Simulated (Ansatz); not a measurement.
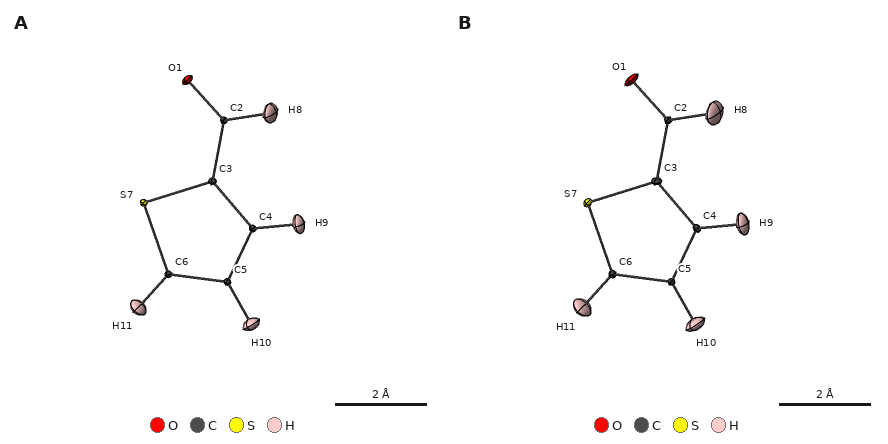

Displacement ellipsoids at the 50 % level, from the internal vibrations of the free molecule (harmonic, no overall translation or rotation; no half-axis is drawn under 0.075 Å). Vibrations computed with RKS PBE0-D4/def2-TZVP (Ansatz 0.2.0). One panel is for 298 K, the other for 600 K.

> Which panel is for 600 K?

B.

> How much does the mean-square displacement of O1 grow, and why?

U_eq goes from 0.0063 to 0.0121 Å², a factor of 1.9. Modes below kT (417 cm⁻¹ at 600 K) grow about in proportion to T, and the lowest lies at 130 cm⁻¹; the mean-square amplitude of a mode is its zero-point value times coth(ħω/2kT), which comes close to 1 only above about 3kT.
